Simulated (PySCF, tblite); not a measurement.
# HNO: changes of charge, electronic excitations, EPR parameters, part 3 of 3

tblite 0.8.0 and PySCF 2.14.0. Atoms count from 0. Earlier steps stand in the parts before.

## 27. Changes of charge: M06-2X/ma-def2-TZVP

This step combines the energies above: geometries from PBE0-D3(BJ)/def2-SVP, zero-point and thermal terms from PBE0-D3(BJ)/def2-SVP.

Job settings and geometry (Å):

```
{"job": {"kind": "rx", "dirs": [1, -1], "geom": {"xc": "PBE0", "basis": "def2-SVP", "d3": "d3bj", "grid": 1}, "hess": 1, "level": {"xc": "M06-2X", "basis": "ma-def2-TZVP", "grid": 3, "solvents": ["N,N-dimethylformamide", "acetonitrile"]}}, "charge": 0, "multiplicity": 1}
N     -0.055535     0.432270    -0.003881
O      0.958994    -0.186996    -0.028203
H     -0.880497    -0.250349     0.006977
```

Output (the driver's rows laid out field by field):

```text
ionisation and electron attachment, M06-2X/ma-def2-TZVP // PBE0-D3(BJ)/def2-SVP

row 1
  change                  oxidation
  charge                  1
  multiplicity            2
  vertical_ev             10.5851
  vertical_s2             0.755
  formula                 HNO
  smiles                  [NH+]=O
  kept                    yes
  pieces                  1
  point_group             Cs
  adiabatic_electronic_ev 10.1867
  adiabatic_ev            10.1801
  free_energy_ev          10.1682
  s2                      0.753
  bonds_moved             0 1 1.189 1.118; 0 2 1.071 1.082
  spin_on                 1 O 0.48; 0 N 0.434; 2 H 0.086
  charge_moved            1 O 0.445; 0 N 0.363; 2 H 0.192
  vertical_back_ev        9.6696
  relaxation_parent_ev    0.517
  relaxation_ion_ev       0.3984
  reorganisation_ev       0.9154
  solution                solvent N,N-dimethylformamide, absolute_potential_v 6.7863, solvation_parent_kj -15.32, solvation_ion_kj -341.62; solvent acetonitrile, absolute_potential_v 6.7903, solvation_parent_kj -15.29, solvation_ion_kj -341.21

row 2
  change                  reduction
  charge                  -1
  multiplicity            2
  vertical_ev             -0.054
  vertical_s2             0.757
  formula                 HNO
  smiles                  [NH][O-]
  kept                    yes
  pieces                  1
  point_group             Cs
  adiabatic_electronic_ev 0.3638
  adiabatic_ev            0.4275
  free_energy_ev          0.4505
  s2                      0.758
  bonds_moved             0 1 1.189 1.302; 0 2 1.071 1.09
  spin_on                 0 N 0.607; 1 O 0.423
  charge_moved            0 N -0.457; 1 O -0.427; 2 H -0.115
  vertical_back_ev        0.8354
  relaxation_parent_ev    0.4716
  relaxation_ion_ev       0.4177
  reorganisation_ev       0.8893
  solution                solvent N,N-dimethylformamide, absolute_potential_v 3.435, solvation_parent_kj -15.32, solvation_ion_kj -303.28; solvent acetonitrile, absolute_potential_v 3.4314, solvation_parent_kj -15.29, solvation_ion_kj -302.9
```

Run time: 2 min. Hardware: 1 thread of Intel Xeon at 2.50GHz, shared host.

Energy taken up on oxidation, or given off on reduction (eV; adiabatic with zero-point energy):

```
                    change   product  vertical  adiabatic  free energy  reorganisation  ⟨S²⟩
oxidation (multiplicity 2)   [NH+]=O     10.59      10.18        10.17            0.92  0.75
reduction (multiplicity 2)  [NH][O-]     -0.05       0.43         0.45            0.89  0.76
```

On oxidation to multiplicity 2 charge changes most on O1 (+0.45 e), N0 (+0.36 e), H2 (+0.19 e); the spin sits on O1 (0.48), N0 (0.43), H2 (0.09); the bond N0–O1 goes from 1.189 to 1.118 Å; the absolute potential is 6.79 V in N,N-dimethylformamide, 6.79 V in acetonitrile.

On reduction to multiplicity 2 charge changes most on N0 (-0.46 e), O1 (-0.43 e), H2 (-0.12 e); the spin sits on N0 (0.61), O1 (0.42); the bond N0–O1 goes from 1.189 to 1.302 Å; the absolute potential is 3.44 V in N,N-dimethylformamide, 3.43 V in acetonitrile.

## 28. Electronic excitations: TDDFT CAM-B3LYP/def2-SVPD

Job settings and geometry (Å):

```
{"job": {"kind": "uv", "xc": "CAM-B3LYP", "basis": "def2-SVPD", "nstates": 6, "ntriplets": 0}, "charge": 0, "multiplicity": 1}
N     -0.055535     0.432270    -0.003881
O      0.958994    -0.186996    -0.028203
H     -0.880497    -0.250349     0.006977
```

With the program's defaults for keys left out, this is: TDDFT CAM-B3LYP/def2-SVPD, vertical, gas phase, core orbitals frozen in the response.

Standard output:

```text
coarse grid: 2768 points
cycle   1  E = -130.2347120644  dE =  2.286e-01  |g| = 6.156e-01  |ddm| = 1.966e+00
cycle   2  E = -130.0870520068  dE =  1.477e-01  |g| = 1.115e+00  |ddm| = 9.824e-01
cycle   3  E = -130.3109809863  dE = -2.239e-01  |g| = 4.310e-02  |ddm| = 6.262e-01
cycle   4  E = -130.3112905316  dE = -3.095e-04  |g| = 1.410e-02  |ddm| = 3.609e-02
cycle   5  E = -130.3113276122  dE = -3.708e-05  |g| = 4.955e-03  |ddm| = 1.400e-02
cycle   6  E = -130.3113333003  dE = -5.688e-06  |g| = 1.207e-03  |ddm| = 6.255e-03
final grid: 27576 points
cycle   7  E = -130.3342866034  dE = -4.956e-06  |g| = 3.794e-03  |ddm| = 1.197e-02
cycle   8  E = -130.3342807079  dE =  5.895e-06  |g| = 7.036e-03  |ddm| = 5.988e-03
cycle   9  E = -130.3342894043  dE = -8.696e-06  |g| = 1.891e-04  |ddm| = 3.709e-03
cycle  10  E = -130.3342894128  dE = -8.500e-09  |g| = 9.804e-05  |ddm| = 2.496e-04
cycle  11  E = -130.3342894149  dE = -2.114e-09  |g| = 2.088e-05  |ddm| = 1.014e-04
cycle  12  E = -130.3342894150  dE = -1.361e-10  |g| = 2.319e-06  |ddm| = 3.026e-05
converged SCF energy = -130.3342894150

Static polarisability (au): isotropic 14.223, principal 10.287 13.096 19.285

Singlet excitations
state   eV       nm        f      main configurations
  1   1.5200    815.7   0.00025   H->L 1.00
  2   6.6525    186.4   0.06886   H->L+1 0.98
  3   7.5329    164.6   0.00195   H-1->L 0.99
  4   8.4324    147.0   0.03414   H->L+2 0.86, H->L+4 0.09
  5   8.6530    143.3   0.00102   H->L+3 0.99
  6   8.9447    138.6   0.06522   H->L+4 0.83, H->L+2 0.09
```

It took 2.6 s on 1 thread of Intel Xeon at 2.50GHz, shared host.

The orbitals next to the gap, with their largest atomic shares:

```csv
orbital,eV,atoms
HOMO−3,-16.86,"O1 60 %, N0 31 %, H2 9 %"
HOMO−2,-15.00,"O1 58 %, N0 40 %"
HOMO−1,-14.73,"O1 51 %, N0 46 %"
HOMO,-8.70,"O1 50 %, N0 39 %, H2 11 %"
LUMO,-1.57,"N0 51 %, O1 44 %, H2 5 %"
LUMO+1,1.72,"H2 45 %, O1 32 %, N0 22 %"
LUMO+2,3.44,"O1 85 %, H2 9 %, N0 6 %"
```

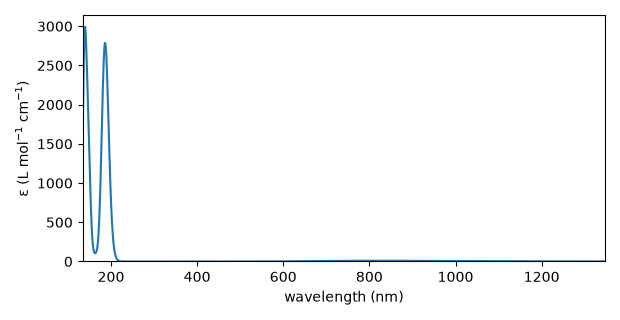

Absorption spectrum: each of the 6 states is a Gaussian band of 0.4 eV half-width at 1/e. Beyond the last state computed it falls off for lack of states.

Ground-state properties from the same run:

```csv
property,computed
dipole moment (D),1.75
polarisability (Å³),2.11
HOMO–LUMO gap (eV),7.13
−ε(HOMO) (eV),8.70
```

## 29. EPR parameters (HNO+ (doublet), [NH+]=O): UKS B3LYP, pcH-1 on H N O

Job settings and geometry (Å):

```
{"job": {"kind": "epr", "basis": "pcH-1"}, "charge": 1, "multiplicity": 2}
N     -0.015932     0.333041    -0.011453
O      1.005429    -0.120226    -0.049435
H     -0.943574    -0.222966     0.010675
```

Level: UKS B3LYP, pcH-1 on H N O, non-relativistic, mean-field spin-orbit, GIAO.

Standard output:

```text
UKS, coarse grid
  cycle   1  E = -130.00896131  |g| = 4.71e-01
  cycle   2  E = -129.64460383  |g| = 1.15e+00
  cycle   3  E = -130.09906174  |g| = 1.20e-01
  cycle   4  E = -130.10345506  |g| = 3.48e-02
  cycle   5  E = -130.10387955  |g| = 3.68e-03
  cycle   6  E = -130.10388661  |g| = 1.02e-03
  cycle   7  E = -130.10388754  |g| = 4.18e-04
UKS, final grid
  cycle   1  E = -130.10389272  |g| = 7.24e-04
  cycle   2  E = -130.10389167  |g| = 1.98e-03
  cycle   3  E = -130.10389299  |g| = 1.07e-04
  cycle   4  E = -130.10389303  |g| = 3.84e-05
  cycle   5  E = -130.10389304  |g| = 9.39e-06
internal stability: stable
E = -130.10389304 Eh   <S^2> = 0.7526 (exact 0.7500)
g shifts (ppm)      1          2          3
  rmc          -298       -298       -298
  gc             64          6         12
  oz_so      -15461         49       3485
  total      -15695       -243       3199
hyperfine (MHz)  atom isotope    a_iso     a_fc   dipolar eigenvalues
    0   14N     112.41     112.41    -24.36    -23.44     47.80
    1   17O     -37.23     -37.23   -185.10     91.86     93.25
    2    1H     389.09     389.09    -22.14    -17.59     39.72
```

It took 7.6 s on 1 thread of Intel Xeon at 2.50GHz, shared host.

Principal g values 1.98662, 2.00208, 2.00552; g(iso) = 1.99807, against 2.00232 for a free electron.

Hyperfine couplings, nucleus by nucleus at this fixed geometry (no averaging over rotations):

| nuclei | isotope | a(iso) (MHz) | a(iso) (G, at g = 2.0023) | largest dipolar term (MHz) |
| --- | --- | --- | --- | --- |
| H2 | 1H | 389.1 | 138.8 | 39.7 |
| N0 | 14N | 112.4 | 40.1 | 47.8 |
| O1 | 17O | -37.2 | -13.3 | -185.1 |

Mulliken spin populations:

| atom | value (e) |
| --- | --- |
| N0 | 0.41 |
| O1 | 0.46 |
| H2 | 0.13 |

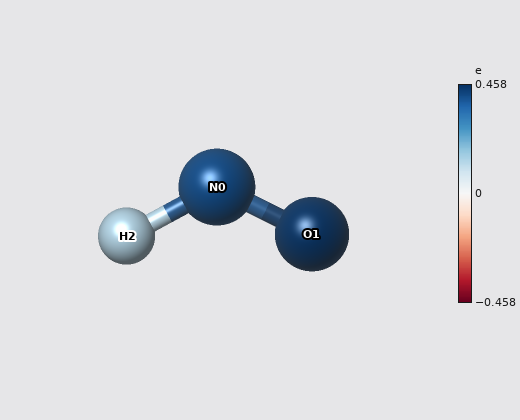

Mulliken spin populations, as colours on the atoms.

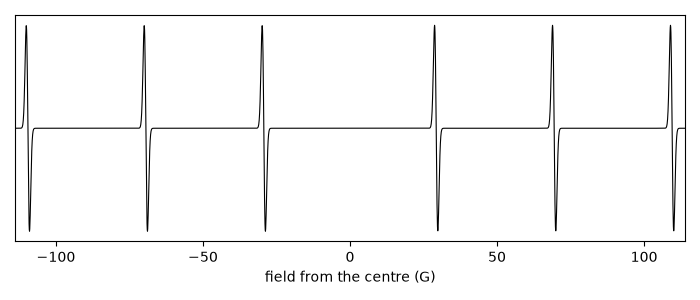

First-order isotropic spectrum (first derivative, main isotopes with spin only, couplings over 0.8 MHz, Gaussian width 0.5 G; couplings of the frozen geometry, rotation of groups not averaged beyond the rows shown).

## 30. EPR parameters (HNO− (doublet), [NH][O-]): UKS B3LYP, pcH-1 on H N O

Job settings and geometry (Å):

```
{"job": {"kind": "epr", "basis": "pcH-1"}, "charge": -1, "multiplicity": 2}
N      0.434743     0.223681    -0.017041
O     -0.719626     0.481691     0.526554
H      0.330733    -0.715496    -0.559744
```

With the program's defaults for keys left out, this is: UKS B3LYP, pcH-1 on H N O, non-relativistic, mean-field spin-orbit, GIAO.

Standard output:

```text
UKS, coarse grid
  cycle   1  E = -130.35019345  |g| = 5.67e-01
  cycle   2  E = -129.55607107  |g| = 1.41e+00
  cycle   3  E = -130.46573728  |g| = 1.51e-01
  cycle   4  E = -130.47133973  |g| = 1.11e-01
  cycle   5  E = -130.47614397  |g| = 1.78e-02
  cycle   6  E = -130.47628683  |g| = 6.91e-03
  cycle   7  E = -130.47631014  |g| = 1.58e-03
  cycle   8  E = -130.47631206  |g| = 2.97e-04
UKS, final grid
  cycle   1  E = -130.47631827  |g| = 4.21e-04
  cycle   2  E = -130.47631806  |g| = 9.16e-04
  cycle   3  E = -130.47631834  |g| = 3.42e-05
  cycle   4  E = -130.47631835  |g| = 2.33e-05
internal stability: stable
E = -130.47631835 Eh   <S^2> = 0.7536 (exact 0.7500)
g shifts (ppm)      1          2          3
  rmc          -282       -282       -282
  gc            -20         45         49
  oz_so          56       3684      10966
  total        -246       3447      10734
hyperfine (MHz)  atom isotope    a_iso     a_fc   dipolar eigenvalues
    0   14N      18.24      18.24    -31.38    -29.28     60.66
    1   17O     -36.91     -36.91   -151.80     74.58     77.22
    2    1H     -39.61     -39.61    -30.35     -9.34     39.69
```

Run time: 7 s. Hardware: 1 thread of Intel Xeon at 2.50GHz, shared host.

Principal g values 2.00207, 2.00577, 2.01305; g(iso) = 2.00696, against 2.00232 for a free electron.

Hyperfine couplings, nucleus by nucleus at this fixed geometry (no averaging over rotations):

```
nuclei  isotope  a(iso) (MHz)  a(iso) (G, at g = 2.0023)  largest dipolar term (MHz)
    H2       1H         -39.6                      -14.1                        39.7
    O1      17O         -36.9                      -13.2                      -151.8
    N0      14N          18.2                        6.5                        60.7
```

Mulliken spin populations:

```csv
atom,value (e)
N0,0.60
O1,0.43
H2,-0.03
```

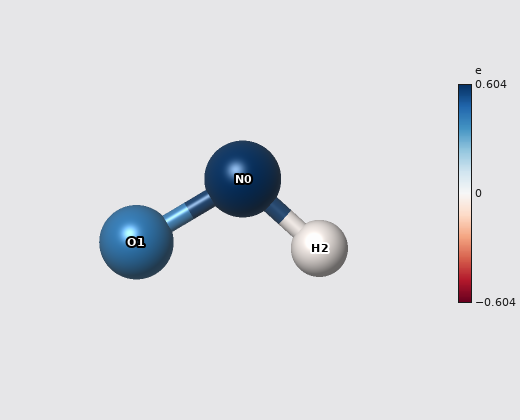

Mulliken spin populations, as colours on the atoms.

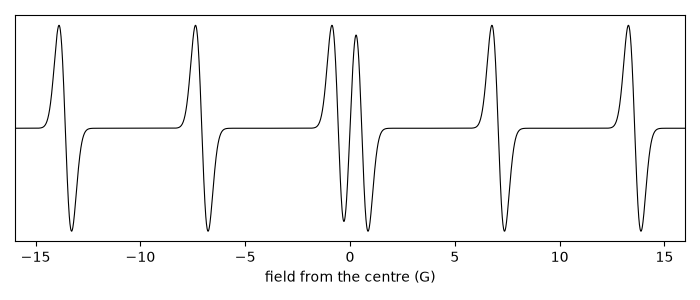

First-order isotropic spectrum (first derivative, main isotopes with spin only, couplings over 0.8 MHz, Gaussian width 0.3 G; couplings of the frozen geometry, rotation of groups not averaged beyond the rows shown).

## 31. Spectra of the species

Job settings and geometry (Å):

```
{"job": {"kind": "rx", "dirs": [1, -1], "geom": {"xc": "PBE0", "basis": "def2-SVP", "d3": "d3bj", "grid": 1}, "hess": 1, "level": {"xc": "M06-2X", "basis": "ma-def2-TZVP", "grid": 3, "solvents": ["N,N-dimethylformamide", "acetonitrile"]}, "spectra": true}, "charge": 0, "multiplicity": 1}
N     -0.055535     0.432270    -0.003881
O      0.958994    -0.186996    -0.028203
H     -0.880497    -0.250349     0.006977
```

Standard output:

```text
uv N=O +0: TDDFT CAM-B3LYP/def2-SVPD, vertical, gas phase, core orbitals frozen in the response
epr [NH+]=O +1: UKS B3LYP, pcH-1 on H N O, non-relativistic, mean-field spin-orbit, GIAO
epr [NH][O-] -1: UKS B3LYP, pcH-1 on H N O, non-relativistic, mean-field spin-orbit, GIAO
```

Run time: 18 s. Hardware: 1 thread of Intel Xeon at 2.50GHz, shared host.

This step only lists the spectra that were run on the species above.

## 32. Results

This closing draws on all 3 parts.

| quantity | value |
| --- | --- |
| strongest single infrared mode (GFN2-xTB) | 2738 cm⁻¹, 102 km/mol |
| zero-point energy (GFN2-xTB) | 8.4 kcal/mol |
| point group | Cs |
| rotational constants (main isotopes) | 554.98, 43.63, 40.45 GHz |
| ionisation energy (M06-2X/ma-def2-TZVP) | vertical 10.59 eV, adiabatic 10.18 eV |
| electron affinity (M06-2X/ma-def2-TZVP) | vertical -0.05 eV, adiabatic 0.43 eV (unbound at the start geometry) |
| lowest singlet (CAM-B3LYP/def2-SVPD) | 1.52 eV (816 nm), f = 0.000 |
| brightest single state of those computed | state 2, 6.65 eV, f = 0.069 |

What this shows: No mode is imaginary among the 3: a minimum at this level. The strongest single mode, at 2738 cm⁻¹, moves mainly H2. GFN2-xTB is a fitted tight-binding method: band positions and strengths are rough. Its intensities can rank the bands wrongly. The optimisation took 4 steps and gained 0.026 eV; among the close pairs (by a distance rule), N0–O1 changed most, from 1.201 to 1.189 Å (PBE0/def2-SVP). At M06-2X/ma-def2-TZVP, relaxation with the zero-point term after oxidation moves the energy taken up from 10.59 eV (vertical) to 10.18 eV (adiabatic, with zero-point energy). At M06-2X/ma-def2-TZVP, relaxation with the zero-point term after reduction moves the energy given off from -0.05 eV (vertical) to 0.43 eV (adiabatic, with zero-point energy). The lowest singlet, at 1.52 eV, is HOMO→LUMO 1.00 and is dark; of the 6 states computed, the strongest absorption comes from state 2 at 6.65 eV (the last state computed is bright too, and its partners may lie past the list).
